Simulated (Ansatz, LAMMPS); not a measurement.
# Which site? Al in place of Ga in Ga2O3 with crystalline order left by the classical run (80 atoms): runs compared

At which site of Ga2O3 with crystalline order left by the classical run (80 atoms) does Al in place of Ga cost least, and what about the site decides it?

Computed with Ansatz 0.2.0: Kohn-Sham DFT, PBE, PAW (set soft_2), plane waves.

## (1) The cell as built

The cell holds 80 atoms: 32 Ga and 48 O. Cell: a = 9.332 Å, b = 9.332 Å, c = 9.332 Å, α = 90.0°, β = 90.0°, γ = 90.0°. 80 atoms (32 Fe, 48 O) placed at random at 4.44 g/cm³, melted at 5000 K for 10 ps at fixed volume with the Morse and Coulomb pair potential with partial charges (Pedone, Malavasi, Menziani, Cormack and Segre, J. Phys. Chem. B 110, 11780 (2006)). Quenched from 5000 K to 300 K at 20 K/ps and fixed volume, held 10 ps at zero pressure, then minimised at fixed cell. Then Fe was replaced by Ga and the cell scaled by 1.003 (the potential has no terms for the new elements, so the cell is a start for a DFT relaxation).

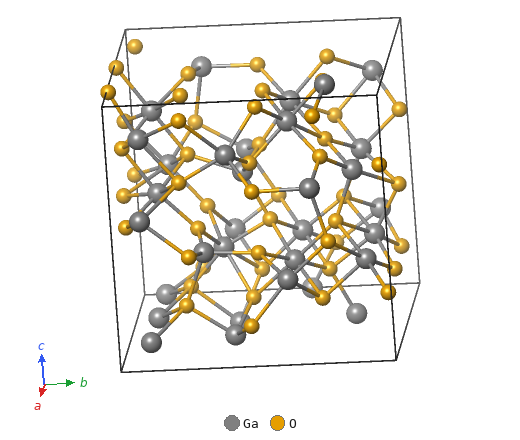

The cell as built. Bonds to atoms that aren't drawn are left out. Some periodic images of atoms are drawn too.

What the set-up can't give: The quench rate of 20 K/ps far exceeds what a furnace or splat quench reaches, so expect more defects and frozen-in strain than in a real sample. The network of bonds at the start is that of the classical potential that made the cell, and needn't be the one that DFT or experiment would give. Sampling is at Γ alone, for a cell whose shortest periodic width is 9 Å.

## (2) The reference run

The reference is a single point at the end of the relaxation.

Every defect cell starts from the geometry of this run and is relaxed in the fixed cell.

Its input, with most atom lines left out:

```yaml
crystal:
  lattice:
    - [9.33223, 0.0, 0.0]
    - [0.0, 9.33223, 0.0]
    - [0.0, 0.0, 9.33223]
  atoms:
    - { symbol: Ga, position: [0.78448, 0.89967, 0.32875] }
    - { symbol: Ga, position: [0.62179, 0.61306, 0.28434] }
    - { symbol: Ga, position: [0.79076, 0.80733, 0.01068] }
    - { symbol: Ga, position: [0.78699, 0.10829, 0.81564] }
    - { symbol: Ga, position: [0.27737, 0.13771, 0.55729] }
    - { symbol: Ga, position: [0.28065, 0.10486, 0.07826] }
    - { symbol: Ga, position: [0.42684, 0.80322, 0.0169] }
    [... atom lines 8 to 80 left out ...]
kpoints:
  mp_grid: { grid: [1, 1, 1] }
hamiltonian:
  xc: pbe
scf:
  occupations: { method: fermi_dirac, width: 0.025 }
output:
  forces: true
  stress: true
  populations: intrinsic
  dos:
    method: { smearing: { sigma: 0.15 } }
    de: 0.1
    projected: { site_lists: { Ga: [Ga], O: [O] } }
  eigenvalues: true
  write_density: true
  write_potential: true
  volumetric_format: npy
```

* free energy per atom: -1853.9069 eV/atom
* r.m.s. force component: 0.00741 eV/Å
* pressure: 9.455 GPa

Filled and empty levels are parted by 2.32 eV (at Γ alone); a semilocal functional tends to put such gaps too low. In a disordered cell it changes from sample to sample, and tail or defect levels can set it.

## (3) The runs

Each row is one run, on 4 threads of Arm Neoverse V1, shared host. The free energy is the program's total, comparable only between runs with the same functional, potentials and atoms.

| run | atoms | outcome | ionic steps, all passes | free energy (eV) | time | host memory (GiB) |
| --- | --- | --- | --- | --- | --- | --- |
| Single point at the start | 80 | converged | - | -148310.866 | 10 s | 1.3 |
| Relaxation | 80 | converged | 5 | -148312.550 | 46 s | 1.3 |
| Single point at the relaxed geometry | 80 | converged | - | -148312.550 | 16 s | 1.4 |
| Al on a site of Ga, site Ga19 | 80 | converged | 7 | -145070.005 | 2.6 min | 2.1 |
| Al on a site of Ga, site Ga28 | 80 | converged | 7 | -145069.789 | 2.6 min | 2.1 |
| Al on a site of Ga, site Ga9 | 80 | converged | 6 | -145070.117 | 2.3 min | 2.1 |
| Al on a site of Ga, site Ga31 | 80 | converged | 6 | -145069.925 | 2.4 min | 2.1 |
| Al on a site of Ga, site Ga4 | 80 | converged | 6 | -145070.062 | 2.5 min | 2.2 |
| Al on a site of Ga, site Ga32 | 80 | converged | 7 | -145069.867 | 2.5 min | 2.1 |

In some runs the program notes that starting moments were not kept.

The surroundings of site Ga9, the cheapest one, after relaxation, nearest first, numbered as they follow in the input and with coordinates relative to it.

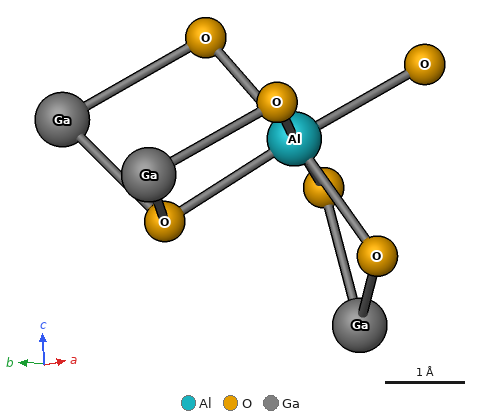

The atoms of the table, within 3.0 Å (arrows a, b, c point along x, y, z); some may hide others.

```csv
atom,x,y,z,distance (Å),bonds
Al9,0.01,0.01,-0.04,0.05,6
O52,-1.43,-0.93,0.64,1.82,3
O64,0.01,1.42,1.18,1.85,4
O70,0.14,-1.19,-1.50,1.92,4
O47,1.54,-0.91,0.78,1.96,4
O50,-1.42,1.01,-0.99,2.00,4
O68,1.58,0.86,-0.89,2.00,4
Ga10,1.23,0.05,-2.57,2.85,5
Ga2,-2.98,-0.05,-0.16,2.99,6
Ga1,-1.47,2.60,0.24,3.00,6
```

The column of bonds counts only the pairs O-Ga within 2.50 Å, O-Al within 2.38 Å; other neighbours, such as metal atoms beside each other in a compound, aren't counted, and periodic images can show an atom twice.

## (4) The sites compared

All these cells hold the same atoms, so their energies can be compared with no chemical potential.

```csv
site,neighbours,mean distance (Å),atoms within 6 Å,energy over the best site (eV),before relaxation (eV),gain on relaxing (eV)
Ga9,O6,1.99,86,0.00,0.00,0.23
Ga4,O6,2.01,81,0.05,0.06,0.23
Ga19,O4,1.85,82,0.11,0.14,0.25
Ga31,O5,1.97,85,0.19,0.17,0.21
Ga32,O4,1.87,89,0.25,0.24,0.22
Ga28,O6,2.08,87,0.33,0.27,0.17
```

Neighbours are those of the relaxed host within 2.48 Å (O-Ga); other pairs aren't counted.

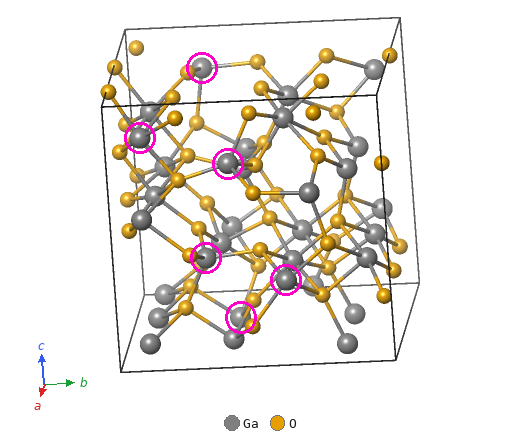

The relaxed cell with the tried sites ringed. Bonds to atoms that aren't drawn are left out. Some periodic images of atoms are drawn too.

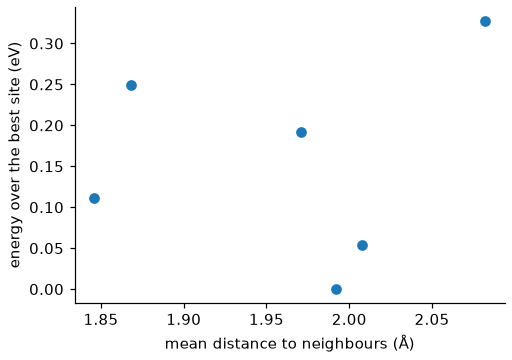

Site energy against the site's surroundings.

## (5) Findings

The cheapest site is Ga9 (6 neighbours, O6); the dearest, Ga28 (6 neighbours, O6), costs 0.33 eV more. By coordination the energies over the best site are 0.11 to 0.25 eV with 4 neighbours, 0.19 eV with 5 neighbours and 0.00 to 0.33 eV with 6 neighbours. Relaxation gains 0.17 to 0.25 eV and leaves the best site the same.

**Limits.** Defects are neutral and interact with their images. The reference ran with fermi-dirac smearing of 0.025 eV, but 6 of the 6 defect cells with fermi-dirac smearing of 0.025 eV, spin polarised. In a disordered cell the relaxation can also rearrange atoms far from the site. In the spin-polarised runs the search for a state of lower energy was switched off. Only 6 of the 32 Ga sites were tried, so a cheaper one may exist. The stress is far from hydrostatic: its diagonal is 4.4, 10.3, 13.6 GPa, compression counted positive. The pressure of 9.5 GPa means that a free cell would grow at this level.

The DFT runs together took 16 min of wall time.

[Logs are printed without paths, hosts, clocks, repeated set-up lines and the standing remarks that a program may print on its own settings, such as how far it seeks lower states.]

[Hosts, paths, dates, database ids (printed as entryN), source tags and the programs' standing remarks are cut or masked in the printed files.]
